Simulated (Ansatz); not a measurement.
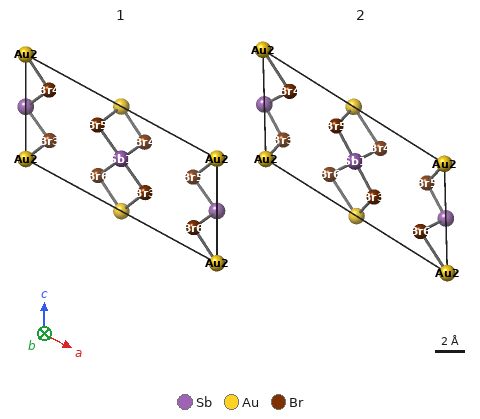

Two geometries of crystalline SbAuBr4 (built on the CaPbI4-12 type type), drawn at one scale. One is the start of a relaxation, the other its converged end. Style: ball-and-stick. Shown: the conventional cell (2 times the calculation's cell), along the b axis. Lengths and directions refer to the drawn axes.

Computed with Ansatz 0.2.0, DFT, PBEsol, plane waves, PAW. Set-up: plane-wave cutoff 420 eV; k-point mesh 6 × 6 × 4; occupations fermi dirac; smearing width 0.03 eV; no spin polarisation; cell and atoms relaxed; force threshold 0.01 eV/Å; at most 120 steps.

### Which geometry has the lower energy?

Structure 2 is the relaxed one. The energy falls by 68.7 meV per atom in 9 accepted moves (11 points after the start). The largest force component goes from 0.75 to 0.0031 eV/Å. The pressure goes from −3.16 to 0.00 GPa. The line search rejected the trial step at point 9 of the run. At 1 point the geometry stayed and the basis and grid were re-selected for the new cell (energy shift of 0.3 meV per atom at most each time). The largest moves relative to the cell, 0.38 Å, are those of Br4 and Br6. Br4 goes along [2 0 −1]. Sb and Au stay in place. The drawn cell changes as follows: a 15.194 → 14.962 Å (−1.5 %), b 4.177 → 4.008 Å (−4.0 %), c 7.302 → 7.632 Å (+4.5 %), β 118.6° → 123.6°; the volume changes by −6.4 %. Among the contacts that change: Au2–Br4 2.971 → 3.455 Å, Au2–Br3 2.968 → 2.699 Å, Sb1–Br3 2.888 → 2.809 Å, Sb1–Br4 2.893 → 2.825 Å. Among the angles between lasting bonds that change: Sb1–Br5–Au2 91.8° → 103.0°, Au2–Br5–Au2 89.5° → 95.9°, Br3–Au2–Br5 90.5° → 84.1°. The space group stays C2/m (No. 12). The run took 75 s on 2 threads of Intel(R) Xeon(R) Platinum 8488C (Sapphire Rapids), with other jobs on the host, peak memory 0.76 GiB.
